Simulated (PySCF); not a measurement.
# HF: NMR shifts and spin-spin couplings at several levels of theory, part 2 of 2

PySCF 2.14.0. Atoms count from 0. The steps go on from the part before.

## (10) Spin-spin couplings: LDA/pcJ-1

Job settings and geometry (Å):

```
{"job": {"kind": "j", "xc": "LDA", "basis": "pcJ-1"}, "charge": 0, "multiplicity": 1}
F      0.462732    -0.006667    -0.004642
H     -0.457212     0.009207    -0.023648
```

With the program's defaults for keys left out, this is: LDA/pcJ-1 indirect spin-spin coupling, non-relativistic, gas phase.

The program printed:

```text
coarse grid: 1712 points
cycle   1  E = -99.7542982318  dE = -5.209e-03  |g| = 5.327e-01  |ddm| = 7.022e-01
cycle   2  E = -99.6843041511  dE =  6.999e-02  |g| = 9.162e-01  |ddm| = 5.967e-01
cycle   3  E = -99.7971134629  dE = -1.128e-01  |g| = 2.348e-02  |ddm| = 3.601e-01
cycle   4  E = -99.7971921062  dE = -7.864e-05  |g| = 5.756e-03  |ddm| = 1.366e-02
cycle   5  E = -99.7971963080  dE = -4.202e-06  |g| = 4.351e-04  |ddm| = 2.421e-03
final grid: 16976 points
cycle   6  E = -99.7912653792  dE = -3.460e-05  |g| = 6.218e-03  |ddm| = 7.765e-03
cycle   7  E = -99.7912579662  dE =  7.413e-06  |g| = 9.913e-03  |ddm| = 5.989e-03
cycle   8  E = -99.7912705511  dE = -1.258e-05  |g| = 2.830e-04  |ddm| = 3.685e-03
cycle   9  E = -99.7912705603  dE = -9.179e-09  |g| = 3.863e-05  |ddm| = 1.537e-04
cycle  10  E = -99.7912705605  dE = -2.221e-10  |g| = 1.317e-06  |ddm| = 1.696e-05
converged SCF energy = -99.7912705605

Indirect spin-spin couplings (Hz)
  i      j    bonds     total        FC       PSO       DSO        SD
  0 F    1 H    1    331.958   116.204   217.866     0.304    -2.417
```

It took 0.2 s on 1 thread, shared host.

Key values: J(F0,H1) 332.0 Hz.

## (11) Spin-spin couplings: PBE/pcJ-1

Job settings and geometry (Å):

```
{"job": {"kind": "j", "xc": "PBE", "basis": "pcJ-1"}, "charge": 0, "multiplicity": 1}
F      0.462732    -0.006667    -0.004642
H     -0.457212     0.009207    -0.023648
```

Method: PBE/pcJ-1 indirect spin-spin coupling, non-relativistic, gas phase.

The program printed:

```text
coarse grid: 1712 points
cycle   1  E = -100.2862788290  dE =  4.286e-03  |g| = 5.504e-01  |ddm| = 7.068e-01
cycle   2  E = -100.2158301190  dE =  7.045e-02  |g| = 9.203e-01  |ddm| = 6.131e-01
cycle   3  E = -100.3317741992  dE = -1.159e-01  |g| = 1.952e-02  |ddm| = 3.714e-01
cycle   4  E = -100.3318263783  dE = -5.218e-05  |g| = 5.120e-03  |ddm| = 1.123e-02
cycle   5  E = -100.3318296268  dE = -3.248e-06  |g| = 3.658e-04  |ddm| = 2.154e-03
final grid: 16976 points
cycle   6  E = -100.3429663728  dE = -6.258e-05  |g| = 4.536e-03  |ddm| = 7.409e-03
cycle   7  E = -100.3429627395  dE =  3.633e-06  |g| = 7.039e-03  |ddm| = 4.473e-03
cycle   8  E = -100.3429692246  dE = -6.485e-06  |g| = 2.114e-04  |ddm| = 2.678e-03
cycle   9  E = -100.3429692297  dE = -5.168e-09  |g| = 3.529e-05  |ddm| = 1.353e-04
cycle  10  E = -100.3429692299  dE = -2.243e-10  |g| = 5.791e-06  |ddm| = 2.322e-05
converged SCF energy = -100.3429692299

Indirect spin-spin couplings (Hz)
  i      j    bonds     total        FC       PSO       DSO        SD
  0 F    1 H    1    295.308    80.992   219.181     0.363    -5.228
```

Wall time 0.3 s (1 thread, shared host).

Key values: J(F0,H1) 295.3 Hz.

## (12) Indirect couplings: KT2/pcJ-1

Job settings and geometry (Å):

```
{"job": {"kind": "j", "xc": "KT2", "basis": "pcJ-1"}, "charge": 0, "multiplicity": 1}
F      0.462732    -0.006667    -0.004642
H     -0.457212     0.009207    -0.023648
```

Level: KT2/pcJ-1 indirect spin-spin coupling, non-relativistic, gas phase.

The program printed:

```text
coarse grid: 1712 points
cycle   1  E = -101.5855402075  dE =  2.082e-02  |g| = 6.911e-01  |ddm| = 7.067e-01
cycle   2  E = -101.4864848929  dE =  9.906e-02  |g| = 1.094e+00  |ddm| = 7.348e-01
cycle   3  E = -101.6539420701  dE = -1.675e-01  |g| = 1.443e-02  |ddm| = 4.586e-01
cycle   4  E = -101.6539681112  dE = -2.604e-05  |g| = 5.133e-03  |ddm| = 7.709e-03
cycle   5  E = -101.6539710741  dE = -2.963e-06  |g| = 8.443e-04  |ddm| = 2.158e-03
final grid: 16976 points
cycle   6  E = -101.6934688121  dE = -1.620e-04  |g| = 2.696e-02  |ddm| = 1.550e-02
cycle   7  E = -101.6933461872  dE =  1.226e-04  |g| = 4.057e-02  |ddm| = 2.570e-02
cycle   8  E = -101.6935616006  dE = -2.154e-04  |g| = 3.165e-04  |ddm| = 1.561e-02
cycle   9  E = -101.6935616128  dE = -1.223e-08  |g| = 4.579e-05  |ddm| = 1.375e-04
cycle  10  E = -101.6935616131  dE = -2.435e-10  |g| = 4.931e-06  |ddm| = 2.155e-05
converged SCF energy = -101.6935616131

Indirect spin-spin couplings (Hz)
  i      j    bonds     total        FC       PSO       DSO        SD
  0 F    1 H    1    236.525    29.493   214.613     0.360    -7.942
```

It took 0.3 s on 1 thread, shared host.

This run: J(F0,H1) 236.5 Hz.

## (13) J couplings: PBE0/pcJ-1

Job settings and geometry (Å):

```
{"job": {"kind": "j", "xc": "PBE0", "basis": "pcJ-1"}, "charge": 0, "multiplicity": 1}
F      0.462732    -0.006667    -0.004642
H     -0.457212     0.009207    -0.023648
```

Method: PBE0/pcJ-1 indirect spin-spin coupling, non-relativistic, gas phase.

The program printed:

```text
coarse grid: 1712 points
cycle   1  E = -100.2978090524  dE = -4.499e-02  |g| = 4.963e-01  |ddm| = 6.973e-01
cycle   2  E = -100.2840722145  dE =  1.374e-02  |g| = 6.290e-01  |ddm| = 4.699e-01
cycle   3  E = -100.3358068864  dE = -5.173e-02  |g| = 2.020e-02  |ddm| = 2.412e-01
cycle   4  E = -100.3358617453  dE = -5.486e-05  |g| = 3.924e-03  |ddm| = 8.906e-03
cycle   5  E = -100.3358634587  dE = -1.713e-06  |g| = 8.863e-05  |ddm| = 1.410e-03
final grid: 16976 points
cycle   6  E = -100.3441417866  dE = -3.588e-05  |g| = 3.485e-03  |ddm| = 5.249e-03
cycle   7  E = -100.3441411451  dE =  6.415e-07  |g| = 4.071e-03  |ddm| = 2.740e-03
cycle   8  E = -100.3441432003  dE = -2.055e-06  |g| = 1.107e-04  |ddm| = 1.514e-03
cycle   9  E = -100.3441432017  dE = -1.433e-09  |g| = 6.279e-06  |ddm| = 4.317e-05
cycle  10  E = -100.3441432017  dE = -5.656e-12  |g| = 7.776e-07  |ddm| = 3.236e-06
converged SCF energy = -100.3441432017

Indirect spin-spin couplings (Hz)
  i      j    bonds     total        FC       PSO       DSO        SD
  0 F    1 H    1    356.648   151.494   212.977     0.275    -8.097
```

Wall time 0.2 s (1 thread, shared host).

Key values: J(F0,H1) 356.6 Hz.

## (14) Indirect couplings: B97-2/pcJ-1

Job settings and geometry (Å):

```
{"job": {"kind": "j", "xc": "B97-2", "basis": "pcJ-1"}, "charge": 0, "multiplicity": 1}
F      0.462732    -0.006667    -0.004642
H     -0.457212     0.009207    -0.023648
```

With the program's defaults for keys left out, this is: B97-2/pcJ-1 indirect spin-spin coupling, non-relativistic, gas phase.

The program printed:

```text
coarse grid: 1712 points
cycle   1  E = -100.3635209877  dE = -3.566e-02  |g| = 5.316e-01  |ddm| = 6.999e-01
cycle   2  E = -100.3430911566  dE =  2.043e-02  |g| = 6.942e-01  |ddm| = 5.084e-01
cycle   3  E = -100.4064463572  dE = -6.336e-02  |g| = 1.970e-02  |ddm| = 2.685e-01
cycle   4  E = -100.4064990663  dE = -5.271e-05  |g| = 4.109e-03  |ddm| = 9.001e-03
cycle   5  E = -100.4065009171  dE = -1.851e-06  |g| = 1.174e-04  |ddm| = 1.433e-03
final grid: 16976 points
cycle   6  E = -100.4124591763  dE = -3.266e-05  |g| = 1.192e-02  |ddm| = 7.939e-03
cycle   7  E = -100.4124496631  dE =  9.513e-06  |g| = 1.465e-02  |ddm| = 9.644e-03
cycle   8  E = -100.4124763300  dE = -2.667e-05  |g| = 1.462e-04  |ddm| = 5.405e-03
cycle   9  E = -100.4124763326  dE = -2.684e-09  |g| = 1.935e-05  |ddm| = 6.853e-05
cycle  10  E = -100.4124763327  dE = -4.781e-11  |g| = 1.640e-06  |ddm| = 8.365e-06
converged SCF energy = -100.4124763327

Indirect spin-spin couplings (Hz)
  i      j    bonds     total        FC       PSO       DSO        SD
  0 F    1 H    1    381.185   174.974   211.618     0.270    -5.677
```

Run time: 0.2 s. Hardware: 1 thread, shared host.

This run: J(F0,H1) 381.2 Hz.

## (15) Comparing the runs: NMR shifts

Shifts (ppm), with basis size and wall time:

```csv
run,H1,F0,functions,time
PBE0/cc-pVDZ,0.83,-217.1,19,0.4 s
PBE0/cc-pVTZ,1.81,-229.6,44,0.6 s
PBE0/aug-cc-pVDZ,1.19,-223.6,32,0.5 s
PBE0/IGLO-III,1.70,-236.2,45,0.5 s
PBE0/pcSseg-0,1.69,-237.6,11,0.4 s
PBE0/pcSseg-3,2.08,-237.1,105,1.4 s
```

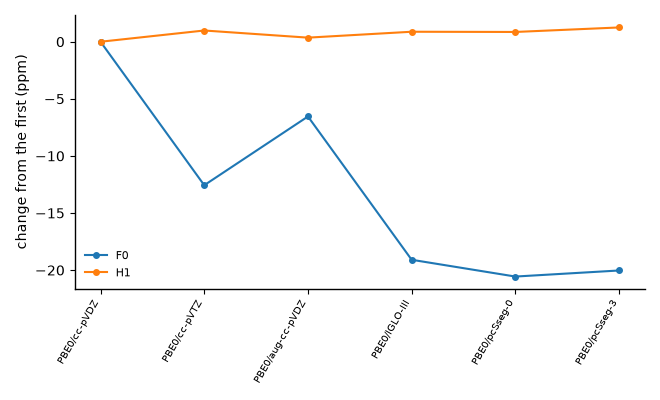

How the tabulated atoms move from run to run.

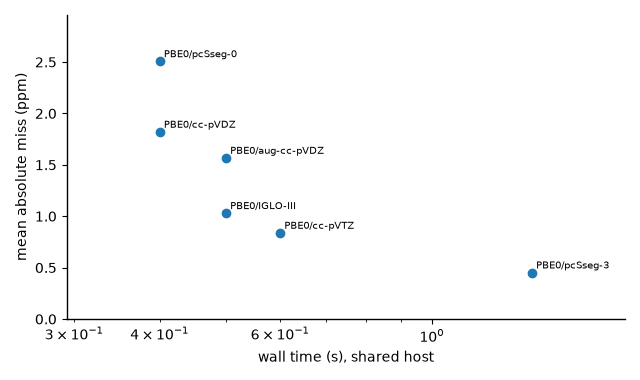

Cost against miss for the one measured ¹H shielding.

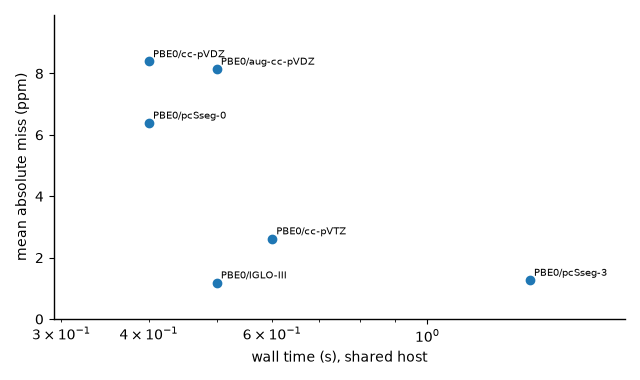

Cost against miss for the one measured ¹⁹F shielding.

## (16) Comparing the runs: spin-spin couplings

Couplings (Hz), with basis size and wall time:

```
          run  F0–H1  functions   time
     HF/pcJ-1  602.2         37  0.1 s
    LDA/pcJ-1  332.0         37  0.2 s
    PBE/pcJ-1  295.3         37  0.3 s
    KT2/pcJ-1  236.5         37  0.3 s
   PBE0/pcJ-1  356.6         37  0.2 s
  B97-2/pcJ-1  381.2         37  0.2 s
measured size  499.8          –      –
```

Measured: Green and Yates, arXiv:1403.0524 (values compiled by Lantto, Vaara, Helgaker 2002).

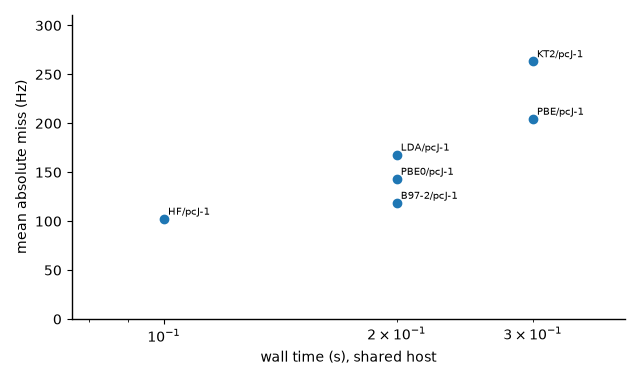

Cost against miss for the one measured coupling.

## (17) What came out

This closing draws on all 2 parts.

| quantity | value |
| --- | --- |
| point group | C∞v |
| rotational constants (main isotopes) | 623.51, 623.51 GHz |
| ¹H shifts against TMS (PBE0/cc-pVDZ) | 0.83 ppm |
| ¹⁹F shifts against CFCl3 (PBE0/cc-pVDZ) | -217.1 ppm |
| measured, and computed on the same scale | H1 σ 28.64, 30.46; F0 σ 409.6, 418.0 ppm |
| largest coupling of the table (HF/pcJ-1) | ¹J(F,H) F0–H1, 602.2 Hz |
| range of the shift of F0 | -237.6 to -217.1 ppm |
| range of J(F0,H1), mean over like pairs | 236.5 to 602.2 Hz |

What this shows: Single values in the summary come from the first run of each kind that ended normally (PBE0/cc-pVDZ; HF/pcJ-1), which need not be the best level. The optimisation took 2 steps and gained 0.004 eV; among the close pairs (by a distance rule), F0–H1 changed most, from 0.932 to 0.920 Å. At PBE0/cc-pVDZ: The largest span, 96 ppm, is at F0, where the paramagnetic term is -44 ppm. The one measured ¹H shielding is missed by +1.82 ppm (computed less measured, unscaled). The one measured ¹⁹F shielding is missed by +8.4 ppm (computed less measured, unscaled). Vibration and temperature are missing from the calculation, so part of the miss against the measured shifts is not the functional's. In the run at HF/pcJ-1, the largest coupling of the table is F0–H1, 602.2 Hz, of which the Fermi-contact term gives 415.4 Hz. The one measured coupling, F0–H1, differs from the computed size by 102.4 Hz; vibrational averaging and surroundings are not included. For the one measured ¹⁹F shielding, PBE0/IGLO-III misses least (1.2 ppm, 0.5 s) and PBE0/cc-pVDZ most (8.4 ppm, 0.4 s). For the one measured coupling, HF/pcJ-1 misses least (102.4 Hz, 0.1 s) and KT2/pcJ-1 most (263.3 Hz, 0.3 s). One molecule ranks no method: errors cancel, and vibration and temperature are missing from all runs.
